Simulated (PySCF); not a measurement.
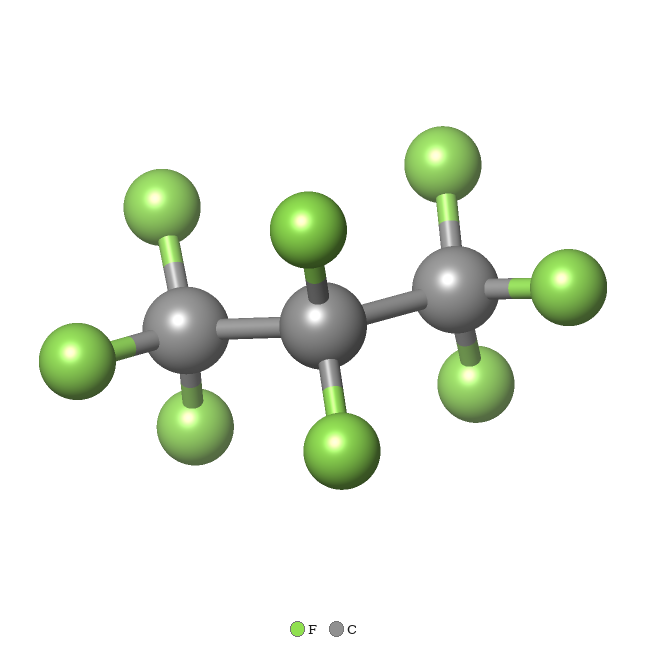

The geometry was computed by an optimisation with GFN2-xTB. No frequency run is at hand to confirm it as a minimum. Level of theory: CAM-B3LYP/def2-SVPD, gas phase (PySCF 2.14.0). Excitations: vertical, linear response.

Predict the main results.

The species is C₃F₈ (`FC(F)(F)C(F)(F)C(F)(F)F`).
- dipole moment: 0.05 D
- HOMO energy (Kohn–Sham orbital): −12.72 eV
- LUMO energy (Kohn–Sham orbital): 1.13 eV
- HOMO–LUMO gap: 13.85 eV
- mean static polarisability: 44.6 bohr³
- lowest vertical singlet excitation: 10.17 eV
- its oscillator strength: 0.000
- brightest of the 8 lowest singlets: 12.18 eV
- its oscillator strength: 0.04
